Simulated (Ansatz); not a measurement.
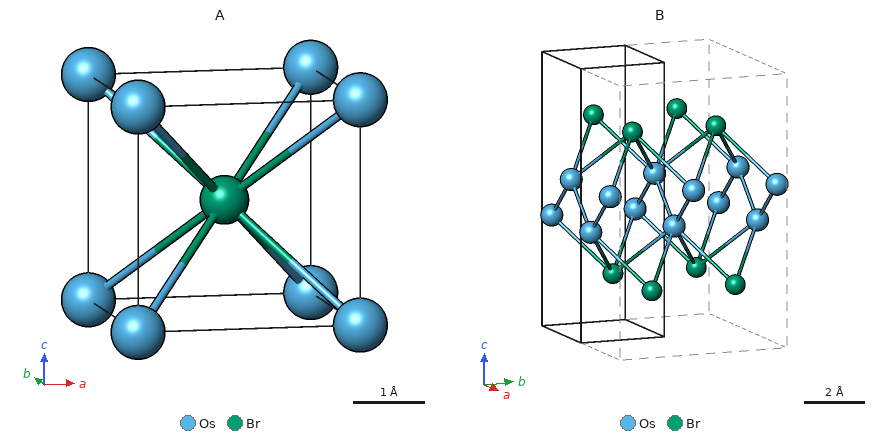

Two structures of OsBr, each relaxed to rest (conventional cells in solid outline, small ones repeated, not to one scale). Method: DFT PBE, scalar-relativistic, plane waves, PAW in Ansatz 0.2.0, without spin polarisation.

Question: Which two forms are compared?

Answer: A: caesium chloride (CsCl, B2) type, Pm-3m. B: 4 atoms a cell on a primitive orthorhombic lattice, Pmma.

Question: Which has the lower energy, and by how much?

Answer: B is lower, by 1003 meV/atom at this level of theory (energies at zero smearing). Volumes: A 16.6, B 25.1 Å³/atom.

One or both may be structure types tried for this composition rather than known phases.
